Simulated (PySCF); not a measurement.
# SiAsPH6 (SMILES P[SiH2][AsH2]) at MP2/cc-pVDZ

What is the vertical ionisation energy of SiAsPH6 at MP2/cc-pVDZ? The job is set up through a Python script.

The results are computed with PySCF 2.14.0.

4 further runs of the same task are left out: 4 set aside as unsound or not needed.

### Step 1. The molecule

The species is SiAsPH6 (9 atoms), meant as a singlet with charge 0. SMILES: `P[SiH2][AsH2]`. Geometry: a GFN2-xTB relaxation, a rough one for these elements and not checked as a minimum. This is one conformer, not always the lowest.

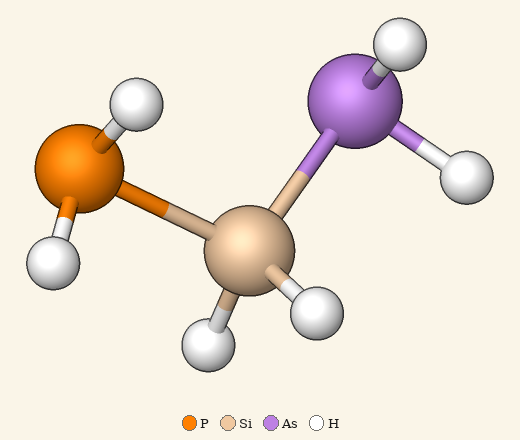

The structure, seen from a chosen angle (phosphorus orange, silicon light orange, arsenic purple, hydrogen white).

### Step 2. A single-point energy at MP2/cc-pVDZ

start.xyz

```xyz
9

P     -1.461640     0.590010    -1.261420
Si     0.204190     0.565030     0.247380
As    -0.127800    -1.255610     1.670030
H     -0.984540    -0.486680    -1.986290
H     -0.857420     1.499240    -2.104310
H      0.064950     1.830840     0.985460
H      1.517340     0.626410    -0.419930
H      0.379350    -2.235690     0.651000
H      1.265570    -1.133560     2.218090
```

input.py

```python
from pyscf import gto, mp

molecule = gto.M(
    atom='start.xyz',
    max_memory=1860,
    verbose=3,
    basis='cc-pvdz',
)

mf = molecule.RHF()
mf.conv_tol = 1e-10
mf.kernel()
if not mf.converged:
    mf = mf.newton().run(mf.mo_coeff, mf.mo_occ)

pt = mp.MP2(mf).run()
etot = pt.e_tot
print(f'total energy: {etot:.8f} hartree')
```

Launch:

```bash
$ OMP_NUM_THREADS=1 python input.py
```

The log of the run:

```text
converged SCF energy = -2867.33024032844
E(RMP2) = -2867.71644009261  E_corr = -0.386199764164624
E(SCS-RMP2) = -2867.72211906465  E_corr = -0.391878736212402
total energy: -2867.71644009 hartree
```

It took 3.6 s on 1 thread of Arm Neoverse V1, shared host; peak memory 0.28 GiB.

### Step 3. The doublet cation, same level

calc.py

```python
from pyscf import gto, mp

system = gto.M(
    atom='''
P   -1.461640   0.590010  -1.261420
Si   0.204190   0.565030   0.247380
As  -0.127800  -1.255610   1.670030
H   -0.984540  -0.486680  -1.986290
H   -0.857420   1.499240  -2.104310
H    0.064950   1.830840   0.985460
H    1.517340   0.626410  -0.419930
H    0.379350  -2.235690   0.651000
H    1.265570  -1.133560   2.218090
''',
    verbose=3,
    spin=1,
    charge=1,
    max_memory=1860,
    basis='cc-pvdz',
)

mf = system.UHF()
mf.conv_tol = 1e-10
mf.kernel()
if not mf.converged:
    mf = mf.newton().run(mf.mo_coeff, mf.mo_occ)

pt = mp.MP2(mf).run()
energy = pt.e_tot
print(f'total energy: {energy:.8f} hartree')
```

Launch:

```bash
$ OMP_NUM_THREADS=1 python calc.py
```

The log of the run:

```text
converged SCF energy = -2867.01282556401  <S^2> = 0.76156328  2S+1 = 2.01153
E(UMP2) = -2867.37044302386  E_corr = -0.357617459849277
E(SCS-UMP2) = -2867.37686394292  E_corr = -0.364038378911146
total energy: -2867.37044302 hartree
```

Wall time 6.3 s (1 thread of Arm Neoverse V1, shared host); peak memory 0.37 GiB.

### Step 4. Summary of results

Level: MP2/cc-pVDZ.

| quantity | value |
| --- | --- |
| singlet SiAsPH6: total energy | -2867.71644 Eh |
| singlet SiAsPH6: dipole moment (Hartree–Fock density) | 1.30 D |
| singlet SiAsPH6: HOMO energy (Hartree–Fock orbitals) | -9.92 eV |
| singlet SiAsPH6: LUMO energy (Hartree–Fock orbitals) | 3.41 eV |
| singlet SiAsPH6: HOMO–LUMO gap (Hartree–Fock orbitals) | 13.33 eV |
| singlet SiAsPH6: correlation energy | -386.2 mEh |
| doublet cation: total energy | -2867.37044 Eh |
| doublet cation: HOMO energy (Hartree–Fock orbitals) (highest over α and β) | -14.30 eV |
| doublet cation: LUMO energy (Hartree–Fock orbitals) (lowest over α and β) | -7.41 eV |
| doublet cation: correlation energy | -357.6 mEh |
| doublet cation: ⟨S²⟩ of the reference determinant | 0.762 |
| vertical ionisation energy (to the doublet cation) | 9.415 eV |

**Reading.** Removing an electron at fixed nuclei costs 9.42 eV (217 kcal/mol). Mulliken charges (singlet SiAsPH6) of the mean-field density run from -0.10 on H7 to +0.34 on Si2.
